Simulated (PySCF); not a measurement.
# C₃H₁₀B₂: electronic excitations and core binding energies

What electronic excitations and core binding energies should C₃H₁₀B₂ (`BC[C@@H](B)C`) show?

Programs: PySCF 2.14.0, with density-fitted response routines of our own. Each step states its level of theory. These are calculated values for one molecule in the gas phase, unless marked as measured. Atoms are numbered from 0 throughout.

**1. The starting structure**

15 atoms, charge 0, multiplicity 1; geometry from: GFN2-xTB.

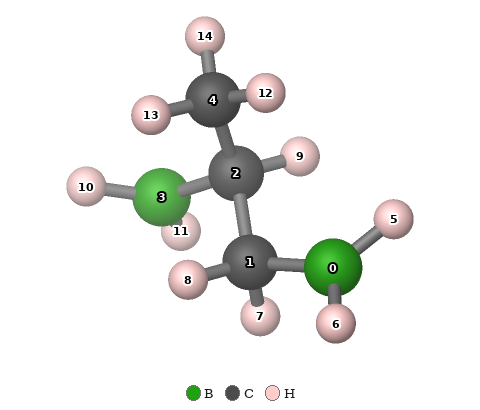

As it starts; boron green, carbon dark grey, hydrogen pink, atoms numbered.

**2. Ultraviolet spectrum: CAM-B3LYP/def2-SVPD**

Job settings and geometry (Å):

```
{"job": {"kind": "uv", "xc": "CAM-B3LYP", "basis": "def2-SVPD", "nstates": 8, "ntriplets": 3}, "charge": 0, "multiplicity": 1}
B      2.105216     0.312475    -0.000453
C      0.819268    -0.541140     0.271209
C     -0.485145    -0.085092    -0.440300
B     -1.467722    -1.288827    -0.199901
C     -0.923069     1.262488     0.135420
H      2.187792     1.007193    -0.937400
H      3.019214     0.206922     0.722813
H      1.077026    -1.551284    -0.075836
H      0.615803    -0.657538     1.339145
H     -0.239690     0.062735    -1.496262
H     -2.174363    -1.301660     0.732363
H     -1.438768    -2.216847    -0.912818
H     -0.137576     2.006935     0.011092
H     -1.142968     1.173165     1.197325
H     -1.819430     1.618465    -0.368310
```

With the program's defaults for keys left out, this is: TDDFT CAM-B3LYP/def2-SVPD, vertical, gas phase, core orbitals frozen in the response.

On the command line:

```sh
OMP_NUM_THREADS=1 python probes_run.py task.json out
```

The driver reads the jobs from task.json and runs them one after another.

**Question.** This job is followed by: delta-SCF UKS SCAN, pcX-2 on the ionised atom, pcseg-1 elsewhere, spin-free X2C. Predict these results of the whole session: lowest singlet (CAM-B3LYP/def2-SVPD); brightest single state of those computed; lowest triplet; C1s binding energies, SCAN/pcX-2.

**Answer**, as computed:

| quantity | value |
| --- | --- |
| lowest singlet (CAM-B3LYP/def2-SVPD) | 5.42 eV (229 nm), f = 0.012 |
| brightest single state of those computed | state 5, 7.16 eV, f = 0.013 |
| lowest triplet | 4.86 eV |
| C1s binding energies, SCAN/pcX-2 | C4 290.36, C1 290.34, C2 290.03 eV |

**Reading.** The lowest singlet, at 5.42 eV, is HOMO→LUMO+1 0.65, HOMO→LUMO 0.25 and is weak; of the 8 states computed, the strongest absorption comes from state 5 at 7.16 eV. The lowest triplet lies 0.55 eV below the lowest singlet (triplets in Tamm-Dancoff, singlets in full TDDFT). The C1s levels kept as sound span 0.34 eV, from C2 (sp3 CH bonded to B) up to C4 (methyl carbon).
